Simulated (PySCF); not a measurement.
Input

```
{"job": {"kind": "nmr", "xc": "PBE0", "basis": "pcSseg-1"}, "charge": 0, "multiplicity": 1}
C      3.255931    -1.092236    -0.346380
C      1.861551    -0.573660    -0.310244
C      0.694424    -1.220959     0.190619
C     -0.294247    -0.294514    -0.027679
N     -1.645424    -0.251798     0.207006
Si    -2.523945     1.225082    -0.268879
Si    -2.384866    -1.659806     0.981717
O      0.236596     0.791483    -0.599486
N      1.592619     0.619347    -0.779187
H      3.613498    -1.326390     0.667676
H      3.920166    -0.340176    -0.791259
H      3.315656    -2.015277    -0.942614
H      0.611915    -2.208548     0.635424
H     -2.415027     1.456947    -1.735353
H     -2.017371     2.409284     0.478302
H     -3.941317     0.957645     0.102120
H     -1.772669    -1.883875     2.324748
H     -3.838281    -1.374564     1.106949
H     -2.154401    -2.875972     0.147392
```

Command:

```sh
OMP_NUM_THREADS=1 python probes_run.py task.json out
```

Geometry: PBE0-D3(BJ)/def2-SVP.

Theory: PBE0/pcSseg-1, SCF density, gas phase, non-relativistic (PySCF).

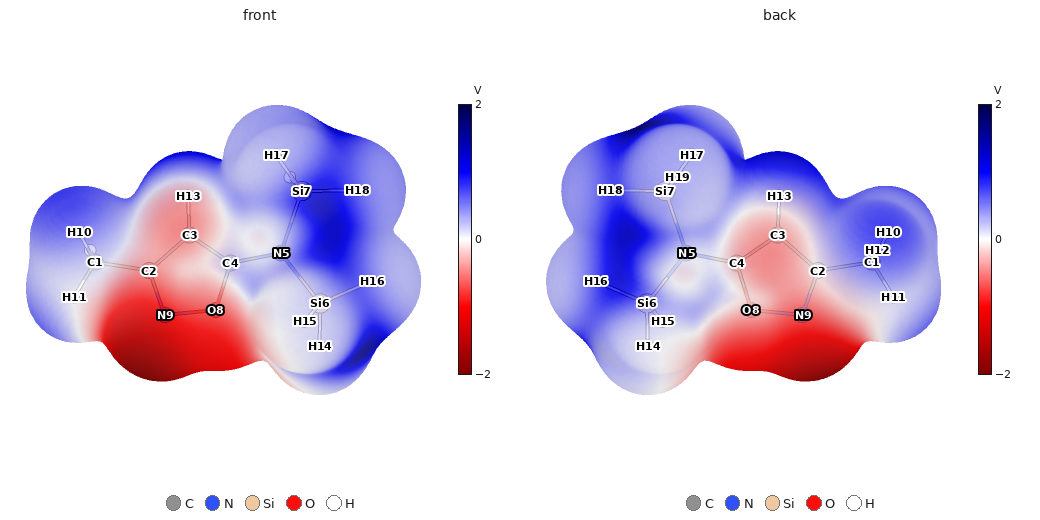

C4H10N2OSi2 (SMILES Cc1cc(N([SiH3])[SiH3])on1). The electrostatic potential painted on the density surface at 0.002 e/bohr³, seen from the front and from behind; red is negative and blue positive.

Which sites attract a positive test charge, and which a negative one?

Answer. A positive charge is drawn to the negative regions and a negative charge to the positive ones. The most negative region (about −1.9 V, or −44 kcal/mol for a unit charge) lies over N9, the most positive (about +1.6 V, or +37 kcal/mol for a unit charge) over Si6 and Si7. N9 is the likeliest acceptor of a hydrogen bond.

How polar is the molecule by this calculation?

Answer. Its dipole moment is 3.05 D.
